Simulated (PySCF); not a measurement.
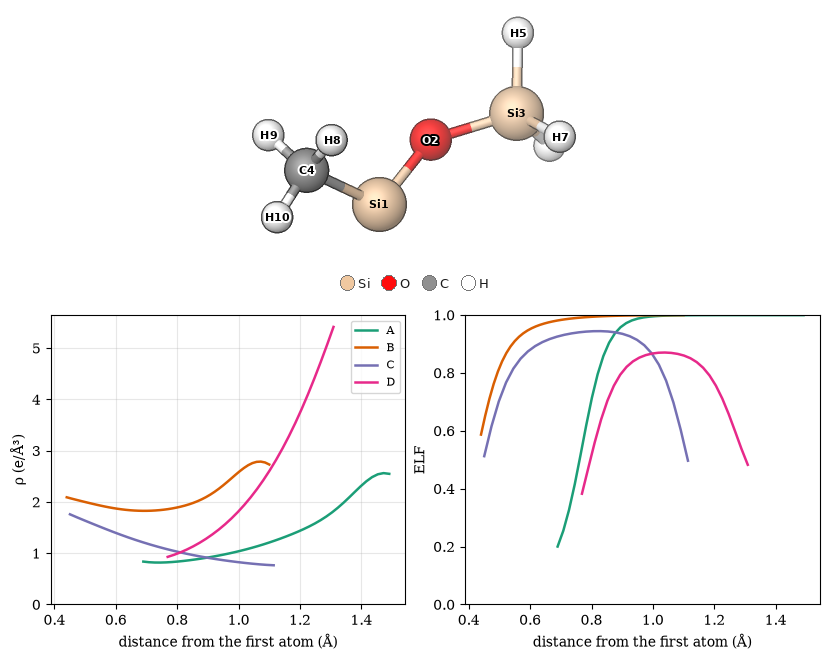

Figure 1: CH$_{6}$OSi$_{2}$ (SMILES C[Si]O[SiH3]) (triplet). Electron density and ELF along straight lines between neighbouring atoms. The curves leave out the atomic cores. The structure is drawn too.

Geometry: PBE0-D3(BJ)/def2-SVP.

These are results of UKS B3LYP, IGLO-III on C O Si, pcH-1 on H, non-relativistic, mean-field spin-orbit, GIAO in PySCF 2.14.0, density-fitted response routines, not measurements.

```xyz
10

Si    0.8312   -0.8795   -0.4754
O     0.5788    0.6010    0.2629
Si    0.3161    1.2840    1.7553
C    -0.4171   -1.3119   -1.8360
H    -0.5198    2.5038    1.5664
H     1.6151    1.6708    2.3807
H    -0.3908    0.3221    2.6564
H    -1.4364   -1.3352   -1.4205
H    -0.3642   -0.5745   -2.6517
H    -0.1716   -2.3062   -2.2369
```

Which curve belongs to which contact (C–H, C–Si, Si–H and Si–O)? The first atom named is at distance zero.

Curve A: Si–H (1.49 Å): the density is about 0.82 e/Å³ at the midpoint; the ELF climbs to about 1 towards the hydrogen, as it does in any bond to H. Curve B: C–H (1.10 Å): ρ is about 1.9 e/Å³ halfway; the ELF climbs to about 1 towards the hydrogen: a covalent bond by its length. Curve C: C–Si (1.90 Å): the density is about 0.87 e/Å³ at the midpoint; the ELF peaks at about 0.95 between the atoms (a shared electron pair). Curve D: Si–O (1.66 Å): the density is about 1.1 e/Å³ at the midpoint; the ELF peaks at about 0.85 between the atoms, as expected for a polar covalent bond.
